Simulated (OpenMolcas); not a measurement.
# One shape, several levels: quartet C2HF2Ge

We compute a comparison of 6 runs (UHF/6-31G*, UB3LYP/6-31G*, UBLYP/6-31G*, UM06-2X/6-31G*, USVWN5/6-31G*, UTPSS/6-31G*) of quartet C2HF2Ge. 

The calculation is run with OpenMolcas 26.06.

1 further run of the same task is left out (set aside as unsound or not needed).

### 1 The structure to begin with

The species is C2HF2Ge (6 atoms), meant as a quartet with charge 0. As SMILES of the parent species, `C#[C][Ge]([F])[F]`. Geometry: relaxed at PBE0-D4/def2-TZVP. That shape belongs to the parent species and isn't relaxed for this state.

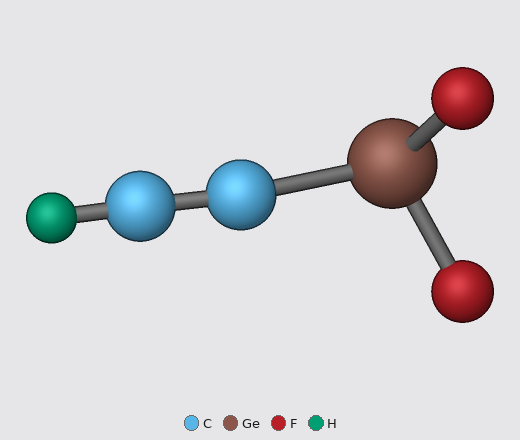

The structure, seen from a chosen angle (carbon blue, germanium brown, fluorine red, hydrogen teal).

### 2 The energy at UHF/6-31G(d) (spherical functions) (run 1)

geom.xyz reads:

```xyz
6

C     -0.190100     0.518400     1.692900
C     -0.131400     0.204200     0.530300
Ge    -0.289600    -0.139700    -1.323100
F     -0.276600    -1.850600    -1.565100
F      1.142900     0.424100    -2.108200
H     -0.213200     0.779700     2.727000
```

run.inp reads:

```
* C2HF2Ge Hartree-Fock
&gateway
baslib = $CurrDir
coord = geom.xyz
basis = 6-31Gs
group = NoSym
&seward
&scf
uhf
spin = 4
thresholds = 1e-10 1e-07 1e-07 1e-05
prorbitals = 1
```

The basis set 6-31G* is read from a file made from the Basis Set Exchange's data (not shown).

On the command line:

```bash
$ export MOLCAS_MEM=1860
$ pymolcas run.inp > run.log
```

Standard output:

```text
--- Start Module: gateway ---
[...]
--- Stop Module: gateway /rc=_RC_ALL_IS_WELL_ ---
--- Start Module: seward ---
[...]
      Basis functions           90
--- Stop Module: seward /rc=_RC_ALL_IS_WELL_ ---
[...]
--- Start Module: scf ---
[...]
       Convergence after  71 Iterations
[...]
::    Total SCF energy                              -2350.0885360879
[...]
      Total spin, S                                     1.5072808831
[...]
      Total electronic charge=   63.000000
      Total            charge=   -0.000000
[...]
      Dipole Moment (debye):
      Origin of the operator (angstrom)=   -0.0659   -0.2043   -1.0091
                   X= -2.0343E+00               Y=  1.9287E+00               Z=  2.7645E+00           Total=  3.9371E+00
      Quadrupole Moment (debye*angstrom):
[...]
--- Stop Module: scf /rc=_RC_ALL_IS_WELL_ ---
[...]
```

Run time: 20 s. Hardware: 1 thread of Intel Xeon 6975P-C (Granite Rapids), shared host; peak memory 0.5 GiB.

### 3 A single-point energy at UB3LYP/6-31G(d) (spherical functions) (run 2)

input.xyz reads:

```xyz
6

C     -0.190100     0.518400     1.692900
C     -0.131400     0.204200     0.530300
Ge    -0.289600    -0.139700    -1.323100
F     -0.276600    -1.850600    -1.565100
F      1.142900     0.424100    -2.108200
H     -0.213200     0.779700     2.727000
```

test.inp reads:

```
* C2HF2Ge Kohn-Sham DFT
>>> EXPORT MOLCAS_PRINT=2
&gateway
baslib=$CurrDir
coord=input.xyz
basis=6-31Gs
group=NoSym
&seward
gridinput
Grid=UltraFine
End of Grid
&scf
uhf
spin=4
ksdft=B3LYP
thresholds=1e-10 1e-07 1e-07 1e-05
prorbitals=1
```

The basis set 6-31G* is read from a file made from the Basis Set Exchange's data (not shown).

On the command line:

```bash
$ export MOLCAS_MEM=1860
$ pymolcas test.inp > test.log
```

Standard output:

```text
--- Start Module: gateway ---
[...]
--- Stop Module: gateway /rc=_RC_ALL_IS_WELL_ ---
--- Start Module: seward ---
[...]
      Basis functions           90
--- Stop Module: seward /rc=_RC_ALL_IS_WELL_ ---
[...]
--- Start Module: scf ---
[...]
       Convergence after  36 Iterations
[...]
::    Total KS-DFT energy                           -2353.0175291475
[...]
      Total spin, S                                     1.5016851990
[...]
      Total electronic charge=   63.000000
      Total            charge=   -0.000000
[...]
      Dipole Moment (debye):
      Origin of the operator (angstrom)=   -0.0659   -0.2043   -1.0091
                   X= -1.4307E+00               Y=  1.5969E+00               Z=  2.9513E+00           Total=  3.6479E+00
      Quadrupole Moment (debye*angstrom):
[...]
--- Stop Module: scf /rc=_RC_ALL_IS_WELL_ ---
[...]
```

Run time: 44 s. Hardware: 1 thread of Intel Xeon 6975P-C (Granite Rapids), shared host; peak memory 0.5 GiB.

Runs 3 to 5 aren't shown in full; the table further down has their settings and results.

### 4 The energy at UTPSS/6-31G(d) (spherical functions) (run 6)

input.xyz is that of step 3.

calc.inp reads:

```
* C2HF2Ge Kohn-Sham DFT

&GATEWAY
 BasLib=$CurrDir
 Coord=input.xyz
 Basis=6-31Gs
 Group=NoSym

&SEWARD
 GridInput
 Grid=UltraFine
 End of Grid

&SCF
 UHF
 Spin=4
 KSDFT=2
 1.0 MGGA_X_TPSS
 1.0 MGGA_C_TPSS
 Thresholds=1e-10 1e-07 1e-07 1e-05
 PrOrbitals=1 2
```

The basis set 6-31G* is read from a file made from the Basis Set Exchange's data (not shown).

On the command line:

```bash
$ export MOLCAS_MEM=1860
$ pymolcas calc.inp > calc.log
```

Standard output:

```text
--- Start Module: gateway ---
[...]
--- Stop Module: gateway /rc=_RC_ALL_IS_WELL_ ---
--- Start Module: seward ---
[...]
      Basis functions           90
--- Stop Module: seward /rc=_RC_ALL_IS_WELL_ ---
[...]
--- Start Module: scf ---
[...]
       Convergence after  30 Iterations
[...]
::    Total KS-DFT energy                           -2352.9813666221
[...]
      Total spin, S                                     1.5019695306
[...]
      Total electronic charge=   63.000000
      Total            charge=   -0.000000
[...]
      Dipole Moment (debye):
      Origin of the operator (angstrom)=   -0.0659   -0.2043   -1.0091
                   X= -1.2687E+00               Y=  1.4828E+00               Z=  2.8968E+00           Total=  3.4928E+00
      Quadrupole Moment (debye*angstrom):
[...]
--- Stop Module: scf /rc=_RC_ALL_IS_WELL_ ---
[...]
```

Run time: 52 s. Hardware: 1 thread of Intel Xeon 6975P-C (Granite Rapids), shared host; peak memory 0.5 GiB.

### 5 The series

```csv
run,level,integration grid,energy (Eh),dipole moment (D),HOMO energy (eV),⟨S²⟩,wall time
1,UHF/6-31G* (spherical functions),–,-2350.088536,3.94,-6.84,3.779,20 s
2,UB3LYP/6-31G* (spherical functions),UltraFine,-2353.017529,3.65,-3.56,3.757,44 s
3,UBLYP/6-31G* (spherical functions),UltraFine,-2352.989859,3.44,-2.45,3.755,34 s
4,UM06-2X/6-31G* (spherical functions),UltraFine,-2352.876676,3.76,-4.69,3.759,91 s
5,USVWN5/6-31G* (spherical functions),UltraFine,-2347.839735,3.52,-2.77,3.753,22 s
6,UTPSS/6-31G* (spherical functions),UltraFine,-2352.981367,3.49,-2.83,3.758,52 s
```

### 6 Summary of results

| quantity | value |
| --- | --- |
| run 6: total energy | -2352.98137 Eh |
| run 6: dipole moment | 3.49 D |
| run 6: HOMO energy (highest over α and β) | -2.83 eV |
| run 6: ⟨S²⟩ | 3.758 |

**Reading.** The dipole moment (its size) runs from 3.44 D (UBLYP/6-31G*) to 3.94 D (UHF/6-31G*). Totals of different functionals can't be ranked against each other. All runs together took 4.4 min, the longest 91 s.
